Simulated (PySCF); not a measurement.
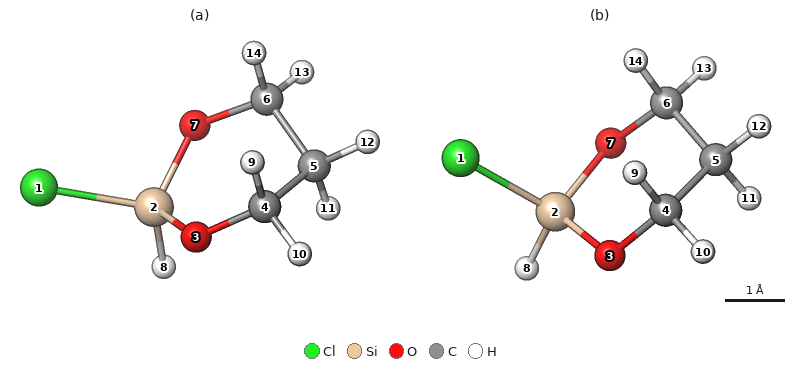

The structure of C₃H₇ClO₂Si before (left) and after (right) a relaxation, at one scale.

The picture is a ball-and-stick view, seen from a free direction.

The start comes from GFN2-xTB. Its atoms were then displaced at random by about 0.01 Å.

Computed with PBE0-D3(BJ)/def2-SVP geometry optimisation, gas phase in PySCF 2.14.0, density-fitted response routines. 

**Summarise the run.**

Over 12 geometry steps the energy falls by 6.78 kcal/mol. Cl1 moves most after the best rigid fit: 0.82 Å. By element the largest moves are Cl 0.82 Å, H 0.63 Å, O 0.52 Å, C 0.16 Å, Si 0.12 Å. Among the contacts that change: O3–C4 1.353 → 1.417 Å, Cl1–Si2 2.003 → 2.066 Å, Si2–O7 1.616 → 1.650 Å, C5–H11 1.072 → 1.103 Å. Bond angles that change, for instance: Si2–O3–C4 122.8° → 118.9°, H11–C5–H12 110.2° → 107.3°, Si2–O7–C6 121.8° → 118.9°. Groups turn about Si2–O7 by about 50°, Si2–O3 by about 50°, C6–O7 by about 25°.
